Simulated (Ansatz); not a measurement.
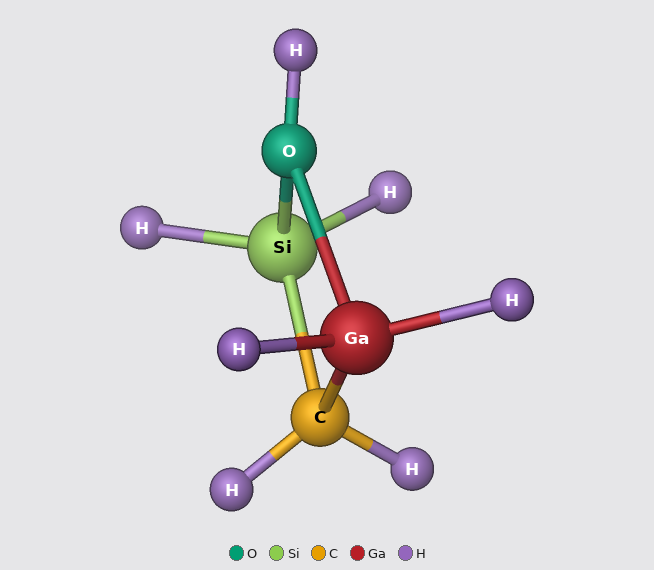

Rendered structure (ball-and-stick style). Every bond is drawn as one stick, whatever its order.

Which formula does it have?

CH₇GaOSi, 11 atoms: 1 carbon, 7 hydrogen, 1 gallium, 1 oxygen and 1 silicon.

How many bonds of each kind are drawn?

2 C–H, 2 Si–H, 2 Ga–H, 1 O–Si, 1 C–Si, 1 O–H, 1 Ga–O, 1 C–Ga. Sticks follow a distance rule.

More results for the same structure follow; atom numbers are the same in all pictures, views and colours differ. Computed geometry: PBE0-D4/def2-TZVP optimisation.

### Geometry

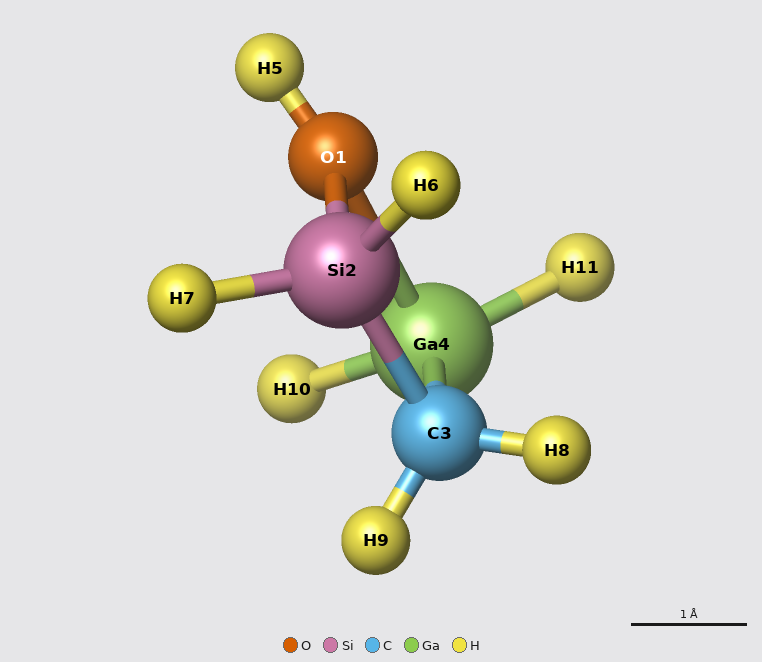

Atoms carry their numbers in the input.

What is the geometry at Si2?

Si2 has 4 neighbours (O1 at 1.70, C3 at 1.83, H6 at 1.49, H7 at 1.49 Å); the arrangement is tetrahedral.

Which bond is the longest?

O1–Ga4, 2.243 Å.

What is the dihedral angle Si2–O1–Ga4–C3?

5° in size, that is syn (eclipsed).

### Levels of theory compared

Program: Ansatz 0.2.0.

At this fixed geometry, give dipole (D) at these levels: B3LYP-D4/def2-TZVPP; PBE-D4/def2-TZVPP; PBE0-D4/def2-TZVP; r2SCAN-D4/def2-TZVPP; ωB97M-V/def2-TZVPP.

| level | dipole (D) |
| --- | --- |
| B3LYP-D4/def2-TZVPP | 2.10 |
| PBE-D4/def2-TZVPP | 2.01 |
| PBE0-D4/def2-TZVP | 2.10 |
| r2SCAN-D4/def2-TZVPP | 2.07 |
| ωB97M-V/def2-TZVPP | 2.11 |

### Thermal motion

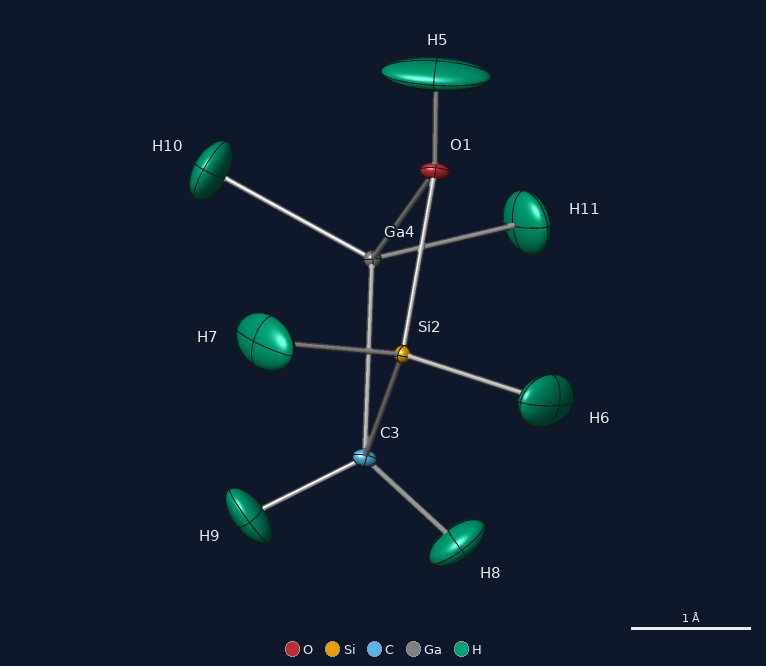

Displacement ellipsoids at the 50 % level, from the internal vibrations of the free molecule (harmonic, no overall translation or rotation; no half-axis is drawn under 0.075 Å). Vibrations computed with RKS PBE0-D4/def2-TZVP (Ansatz 0.2.0). Temperature: 0 K (zero-point motion alone).

Give the displacement parameters, one line for each set of equivalent atoms. Atoms whose distances differ by more than 0.02 Å in this geometry are listed apart.

```tsv
atom	U_eq (Å²)	rms amplitudes (Å)
O1	0.0039	0.035, 0.060, 0.082
Si2	0.0010	0.019, 0.033, 0.040
C3	0.0028	0.040, 0.047, 0.068
Ga4	0.00028	0.011, 0.013, 0.023
H5	0.0405	0.078, 0.157, 0.301
H6	0.0263	0.092, 0.149, 0.220
H7	0.0275	0.090, 0.149, 0.228
H8	0.0203	0.089, 0.142, 0.180
H9	0.0205	0.087, 0.143, 0.183
H10	0.0267	0.093, 0.178, 0.199
H11	0.0261	0.093, 0.179, 0.194
```

### Vibrations

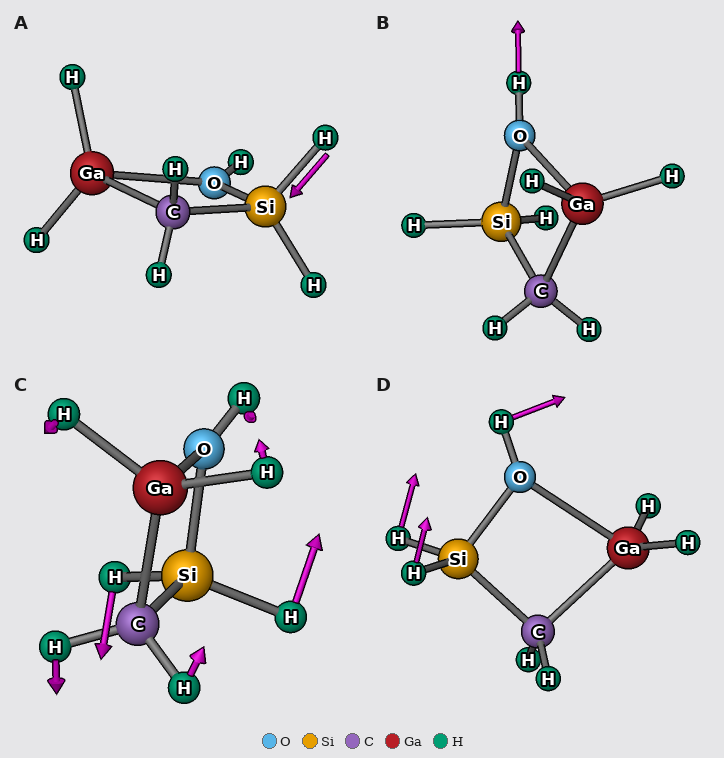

4 normal modes of one molecule or complex, as arrows. Harmonic vibrations computed with RKS PBE0-D4/def2-TZVP (Ansatz 0.2.0) at a stationary point of the same level.

Match the panels to the wavenumbers 698 cm⁻¹, 932 cm⁻¹, 2214 cm⁻¹, 3918 cm⁻¹.

A: 2214 cm⁻¹, Si–H stretching
B: 3918 cm⁻¹, O–H stretching
C: 698 cm⁻¹, angle bending
D: 932 cm⁻¹, angle bending
